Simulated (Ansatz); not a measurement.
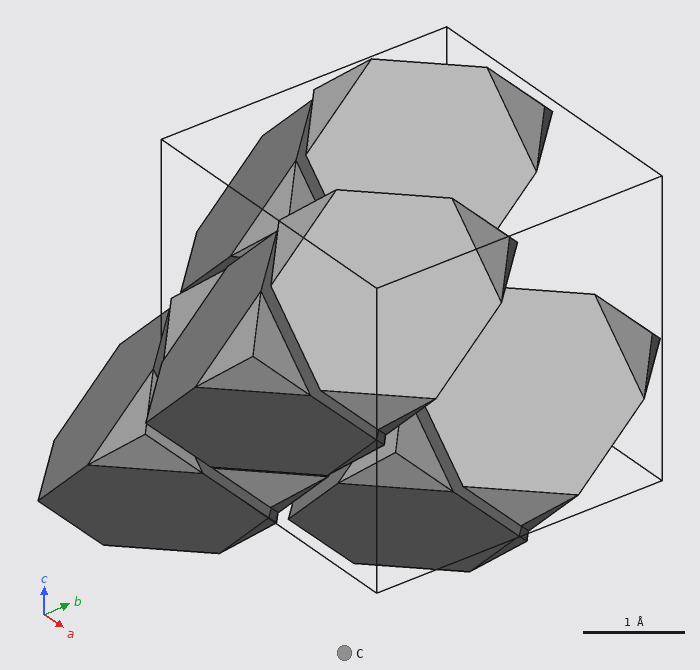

Computed Voronoi cells of the atoms in the unit cell of C (space group Fd-3m (No. 227), a = 3.567 Å, b = 3.567 Å, c = 3.567 Å, α = 90.00°, β = 90.00°, γ = 90.00°), coloured by the element inside, shrunk a little to part them. Source: a calculation's input that goes back to an entry of the Crystallography Open Database (an earlier step may have relaxed or displaced it).

```
site  Wyckoff       x       y       z
   C       8a  0.5000  0.0000  0.5000
```

**What share of the volume falls to each element, and how large are the cells?**

C: 5.7 Å³ per atom, 100 % of the volume. The partition uses no radii, so it reflects positions alone and not ionic sizes.

**What shape is the cell of C?**

A triakis truncated tetrahedron, as in the diamond structure; index ⟨12,0,0,4⟩, 16 faces.
